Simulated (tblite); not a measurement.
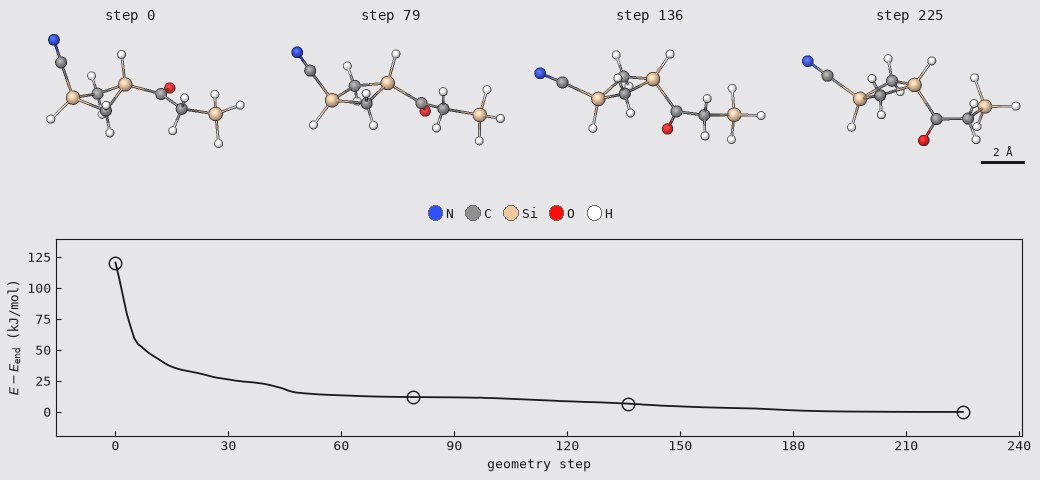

Frames of a relaxation of C₅H₁₁NOSi₃, marked on the history of the run. Style: ball-and-stick. Shown from a free direction.

All numbers below come from GFN2-xTB geometry optimisation, gas phase (tblite 0.8.0). 

Describe the path.

The largest move after the best rigid fit is that of the O atom, 3.18 Å. By element the largest moves are O 3.18 Å, N 2.05 Å, H 1.76 Å, C 1.46 Å, Si 0.86 Å. Among the contacts that change: O–Si 2.701 → 3.457 Å, C–Si 1.816 → 1.915 Å, C–Si 1.817 → 1.869 Å, C–Si 1.874 → 1.919 Å. Among the angles between lasting bonds that change: H–C–H 120.0° → 107.2°, H–C–H 117.8° → 107.2°, C–Si–H 110.1° → 119.8°. Groups turn about C–Si by about 100°, C–C by about 90°, C–Si by about 55°. The energy falls by 120.5 kJ/mol in 225 geometry steps. The run took 3 s on 1 thread of Arm Neoverse V1, with other jobs on the host. From step 0 to 79: the O atom moves most (1.12 Å), energy −108.5 kJ/mol. From step 79 to 136: the N atom moves most (1.52 Å), energy −5.26 kJ/mol. From step 136 to 225: the O atom moves most (1.24 Å), energy −6.74 kJ/mol.
